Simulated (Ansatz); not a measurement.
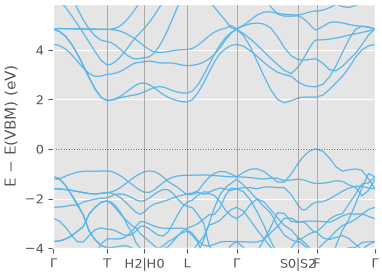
*Band structure from plane-wave PAW r²SCAN (Ansatz code)*

Read off the gap and where the band edges lie.

About 1.9 eV (1.87 eV by a search for the band edges); maximum at F, minimum on the Γ–S0 line, 78 % of the way from Γ.

Which compound is it?
A) SiB12C2, R-3m (B on 18h, B on 18h, C on 6c, Si on 3b)
B) NbCuN2, R-3m (Nb on 3b, Cu on 3a, N on 6c)
C) ZnSnN2, R-3m (Zn on 3a, Sn on 3b, N on 6c)
D) CdSiN2, R-3m (Cd on 3a, Si on 3b, N on 6c)

A, SiB12C2, R-3m (B on 18h, B on 18h, C on 6c, Si on 3b)

The start of the workflow was typed in or built on a structure type; neither database checked (COD, Materials Project) lists it. Its standing as an ambient phase is unchecked. The cell was relaxed with r²SCAN under the symmetry of its start; its stability against distortions is not shown here.

Potentials: the earlier of the program's two PAW sets.
